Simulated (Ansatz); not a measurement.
Band structure of Ni3Fe (Pm-3m, 4 atoms in the cell).

```xyz
4
Lattice="3.6033 0.0000 0.0000 0.0000 3.6033 0.0000 0.0000 0.0000 3.6033" Properties=species:S:1:pos:R:3 pbc="T T T"
Fe     0.0000     0.0000     0.0000
Ni     0.0000     1.8016     1.8016
Ni     1.8016     0.0000     1.8016
Ni     1.8016     1.8016     0.0000
```
Moments meant for the start (each program seeds them in its own way; μB, in the order of the atoms Fe Ni Ni Ni): 3.0 0.5 0.5 0.5.

Computed with PBE, PAW files (plane waves; Ansatz, an electronic-structure program).

Settings: kpoints.mp_grid.grid = 7 7 7; hamiltonian.xc = pbe; hamiltonian.pseudopotentials = {kind: paw} (the program's default PAW files); magnetization.spin_polarized = true; scf.occupations.method = fermi_dirac; scf.occupations.width = 0.0073 Ry; kpoints.band_path.npoints = 8.

The starting cell has typed, rounded lattice constants, without a prior relaxation at this level. Its lattice was rescaled by a random factor within 2.5 % of one. The magnetic order is the one reached from the typed start; others were not searched systematically.

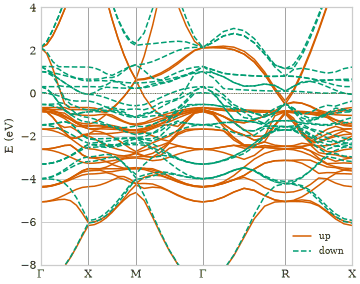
Fig. 1. Bands along the path, energies from the Fermi level.

Levels in eV from the Fermi level, bands 34 to 41 of the first spin channel:
| point | 34 | 35 | 36 | 37 | 38 | 39 | 40 | 41 |
|---|---|---|---|---|---|---|---|---|
| Γ | -0.77 | -0.67 | -0.67 | -0.67 | 2.12 | 2.12 | 2.12 | 8.34 |
| X | -1.51 | -1.44 | -1.04 | -0.77 | -0.67 | 7.12 | 7.12 | 7.17 |
| M | -1.71 | -1.50 | -1.44 | 0.61 | 0.61 | 0.63 | 0.64 | 10.66 |
| R | -0.83 | -0.83 | -0.83 | -0.52 | -0.52 | -0.52 | -0.36 | 5.02 |

Bands cross the Fermi level along this path, so the cell is metallic at this level.

The net moment of the cell came out as 4.94 μB.

Keys are those of Ansatz 0.2.
